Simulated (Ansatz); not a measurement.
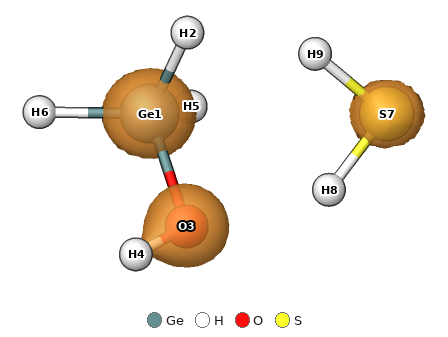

*GeH₄O···H₂S. Isosurface of the electron density at 2 e/Å³ (orange), seen at a tilt.*

Not at a stationary point (largest force 0.6 eV/Å).

Theory: RKS PBE-D4/def2-SVP (Ansatz 0.2.0).

Input file:

```
crystal:
  periodic: [false, false, false]
  atoms:
    - { symbol: Ge, position_ang: [0.0, 0.0, 0.0] }
    - { symbol: H, position_ang: [0.0, 0.0, 1.9] }
    - { symbol: O, position_ang: [1.6691, 0.0, -0.5894] }
    - { symbol: H, position_ang: [1.9855, -0.9521, -0.7061] }
    - { symbol: H, position_ang: [-0.73, 1.2648, -0.5162] }
    - { symbol: H, position_ang: [-0.73, -1.2648, -0.5162] }
    - { symbol: S, position_ang: [1.3373, 2.0168, 0.8041] }
    - { symbol: H, position_ang: [2.4142, 1.5819, 1.5858] }
    - { symbol: H, position_ang: [0.5398, 0.814, 1.9513] }
basis:
  gaussian: { orbitals: def2-SVP }
hamiltonian:
  xc: pbe
  dispersion: d4
relax:
  f_tol: 0.15
  max_steps: 25
  restrain:
    - { distance: [0, 6], at: 3.45, k: 30.0 }
    - { distance: [8, 1], at: 1.86, k: 30.0 }
    - { distance: [0, 1], at: 1.55, k: 30.0 }
    - { distance: [8, 6], at: 1.4, k: 30.0 }
output:
  orbitals: {}
```

Launched as:

```sh
ansatz run input.yaml --threads 2 --pin off --max-ram 3072MiB --backend cpu --events-out ev --progress --plain --runs-dir out
```

The fields are those of the run's last geometry, not of the input's.

**What does this surface tell about the bonding?**

At this value the surface falls into three separate pieces. It bridges the sampled O–H (0.98 Å) contacts, where the density stays above the isovalue. It is pinched off along the sampled H···H (1.87 Å), Ge–O (1.82 Å) and S–H (1.37 Å) contacts. On the grid the lowest density along these lines, outside the cores, is 0.12 e/Å³ (H···H, 1.87 Å), 0.85 e/Å³ (Ge–O, 1.82 Å), 2.3 e/Å³ (O–H, 0.98 Å) and 1.4 e/Å³ (S–H, 1.37 Å).
